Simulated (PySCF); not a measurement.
```yaml
atoms:
  - { symbol: C, position_ang: [-2.6239, -1.0448, 0.1616] }
  - { symbol: B, position_ang: [-1.3895, -0.0707, 0.2400] }
  - { symbol: C, position_ang: [-1.5529, 1.4760, 0.0443] }
  - { symbol: C, position_ang: [0.0362, -0.6996, 0.5236] }
  - { symbol: S, position_ang: [1.3926, 0.5126, 0.8233] }
  - { symbol: Si, position_ang: [2.9047, -0.2813, -0.4451] }
  - { symbol: S, position_ang: [4.5982, 1.0189, -0.2997] }
  - { symbol: H, position_ang: [-3.3445, -0.7907, 0.9380] }
  - { symbol: H, position_ang: [-2.3783, -2.0981, 0.2728] }
  - { symbol: H, position_ang: [-3.1555, -0.9231, -0.7808] }
  - { symbol: H, position_ang: [-1.2748, 1.9921, 0.9637] }
  - { symbol: H, position_ang: [-0.8620, 1.8534, -0.7086] }
  - { symbol: H, position_ang: [-2.5564, 1.7933, -0.2259] }
  - { symbol: H, position_ang: [0.0232, -1.3512, 1.3988] }
  - { symbol: H, position_ang: [0.3400, -1.3190, -0.3204] }
  - { symbol: H, position_ang: [2.4423, -0.2839, -1.8259] }
  - { symbol: H, position_ang: [3.2988, -1.6133, -0.0071] }
  - { symbol: H, position_ang: [4.0931, 1.8357, 0.6111] }
```

Geometry: GFN2-xTB.

Computed with CAM-B3LYP/def2-SVPD, SCF density, gas phase in PySCF.

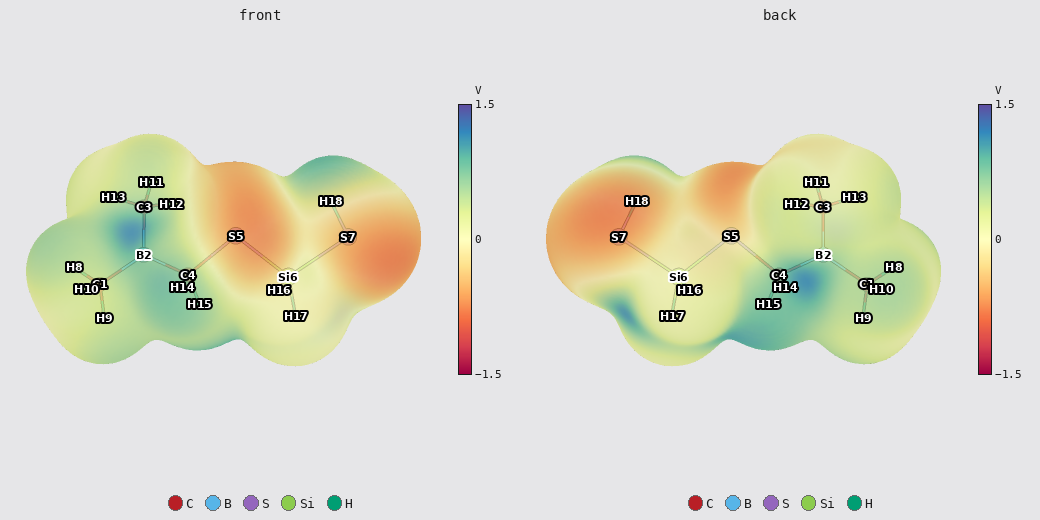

C$_{3}$H$_{11}$BS$_{2}$Si (SMILES CB(C)CS[SiH2]S). The molecular electrostatic potential painted on the density surface at 0.001 e/bohr³, seen from the front and from behind; red is negative and blue positive.

Describe the electrostatic potential map.

Answer. The most negative region (about −0.8 V, or −18 kcal/mol for a unit charge) lies over S5 and S7, the most positive (about +1.1 V, or +25 kcal/mol for a unit charge) over B2 and Si6.

What dipole moment does the calculation give?

Answer. Its dipole moment is 2.62 D.
